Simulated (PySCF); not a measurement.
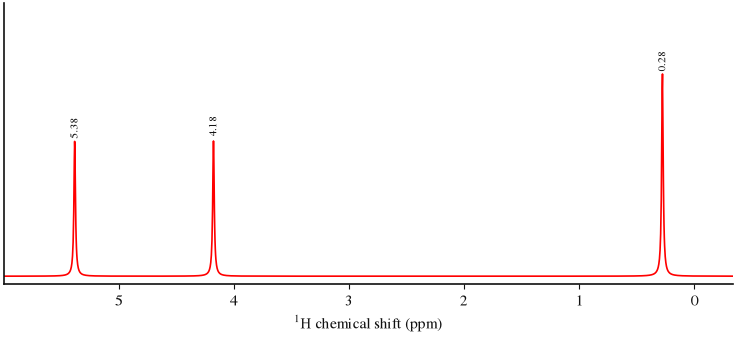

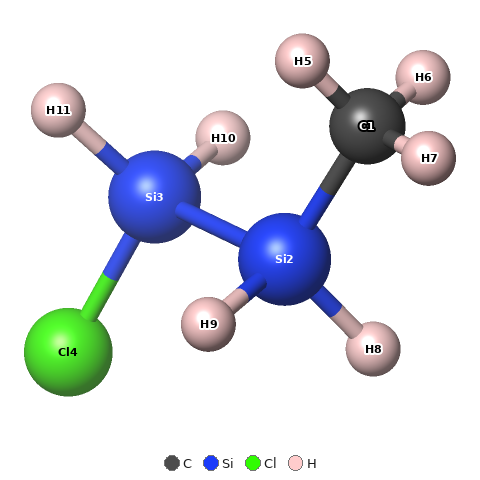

Spectrum and numbered structure of CH₇ClSi₂, SMILES C[SiH2][SiH2]Cl. GIAO shifts, PBE0/aug-cc-pVDZ with PySCF 2.14.0, at a PBE0-D3(BJ)/def2-SVP geometry (no frequency check), against TMS for ¹H computed at the same level. Gas phase, fully decoupled, line heights follow the number of nuclei, widths are arbitrary (no quadrupolar broadening); values of one conformer, averaged over methyl-type rotors and exact or near symmetry; other conformers aren't averaged in.

Q: Which ¹H nuclei are the least shielded, and which the most?

A: Least shielded: H10 and H11 at 5.38 ppm. Most shielded: H5, H6 and H7 at 0.28 ppm.
